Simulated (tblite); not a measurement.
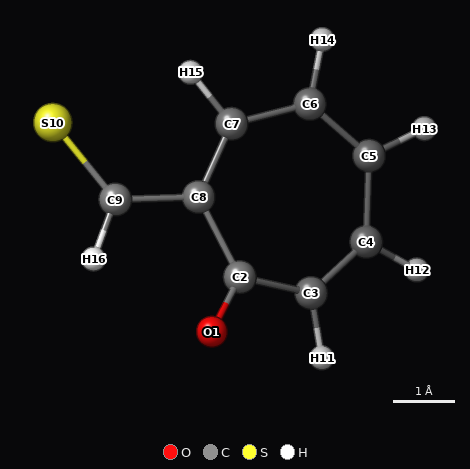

Fig. 1: The structure (ball-and-stick view, seen at a tilt; atoms are numbered from 1 in the order of the input).

Frequency calculation, with input and output: C₈H₆OS

C₈H₆OS, SMILES O=c1cccccc1C=S, computed with GFN2-xTB harmonic vibrations, gas phase (tblite 0.8.0).

**The program's output**
```
mode    cm-1     km/mol
  1      38.2      1.41
  2      92.6      9.63
  3     145.6      1.87
  4     173.3      3.57
  5     269.2      2.05
  6     297.5      2.97
  7     318.4      4.26
  8     401.2      1.06
  9     432.0      2.90
 10     509.5      8.19
 11     545.0      2.99
 12     628.4      0.95
 13     697.2      8.01
 14     739.8      4.29
 15     767.8     41.42
 16     809.4      2.41
 17     836.1      1.89
 18     853.0      2.37
 19     915.2      4.52
 20     936.0      0.86
 21     948.3      0.41
 22     984.1      1.46
 23    1009.6      1.63
 24    1092.2      1.55
 25    1192.1      9.44
 26    1200.8     12.28
 27    1260.3     26.02
 28    1268.4     25.16
 29    1281.8     18.61
 30    1351.9      8.12
 31    1365.4      2.95
 32    1432.6      4.81
 33    1493.1     68.03
 34    1581.2      5.05
 35    1618.5      0.23
 36    1653.9    359.71
 37    3004.0      0.23
 38    3014.2      2.28
 39    3042.5      9.66
 40    3055.5      1.13
 41    3058.9     19.05
 42    3069.8     26.05
```

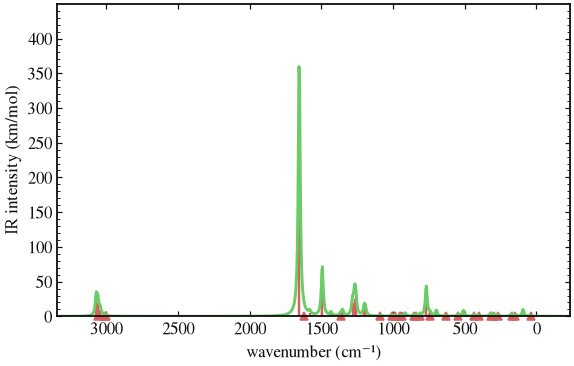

Fig. 2: Harmonic infrared spectrum, unscaled: sticks (degenerate modes added up, dark ones marked on the axis) with a Lorentzian envelope of 16 cm⁻¹ full width, scaled to the tallest stick. 42 modes from 38 to 3070 cm⁻¹, none imaginary. The strongest line is at 1654 cm⁻¹ (360 km/mol).

This output came from the following input.

**Input**
```
{"job": {"kind": "ir", "xc": "GFN2-xTB", "basis": "xTB"}, "charge": 0, "multiplicity": 1}
O      1.187001    -2.189706    -0.868828
C      0.513723    -1.292706    -0.384738
C     -0.879536    -1.552382    -0.033834
C     -1.920432    -0.711235     0.158979
C     -1.942606     0.705369     0.105069
C     -0.876357     1.552637     0.062877
C      0.492289     1.224383     0.082853
C      1.128056     0.020614    -0.077742
C      2.563648    -0.025898     0.004541
S      3.544422     1.234549     0.331629
H     -1.084439    -2.616582    -0.003334
H     -2.884382    -1.170696     0.344311
H     -2.927063     1.154538     0.139991
H     -1.093168     2.613470     0.065551
H      1.165163     2.065950     0.223251
H      3.006084    -1.003361    -0.161988
```

The first line tells a small driver script what to run in tblite; the rest is the geometry in Å.

Command:
```bash
OMP_NUM_THREADS=1 python <driver script> task.json out
```

**Summary**

```json
{"quantity": "outcome", "value": "converged"}
{"quantity": "total energy", "value": "−745.7712 eV"}
{"quantity": "zero-point energy", "value": "70.5990 kcal/mol"}
{"quantity": "hardware", "value": "1 CPU thread, shared host"}
{"quantity": "wall time", "value": "0.63 s"}
{"quantity": "peak memory", "value": "0.18 GiB"}
```
